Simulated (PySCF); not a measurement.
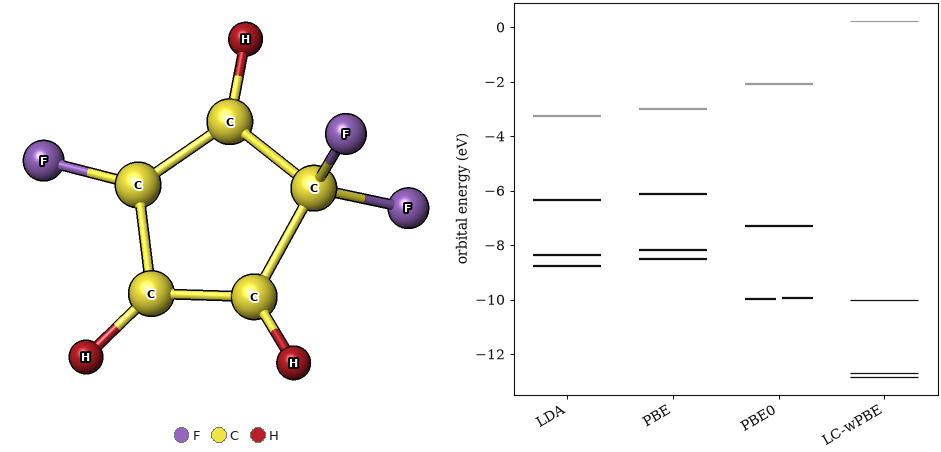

Frontier orbital energies of C₅H₃F₃, SMILES FC1=CC(F)(F)C=C1 at one geometry, def2-SVPD, PySCF 2.14.0, at a PBE0-D3(BJ)/def2-SVP geometry (no frequency check). Empty levels are grey, levels within 0.1 eV stand side by side; all columns show the same few orbitals around the gap.

### How do the frontier levels move from column to column?

The separation grows from 3.09 eV (LDA) to 10.24 eV (LC-wPBE).

```tsv
level	HOMO (eV)	LUMO (eV)	separation (eV)
LDA	−6.36	−3.27	3.09
PBE	−6.14	−2.99	3.15
PBE0	−7.29	−2.07	5.22
LC-wPBE	−10.00	0.24	10.24
```

Limits of at least one run: empty levels above zero depend strongly on the basis.
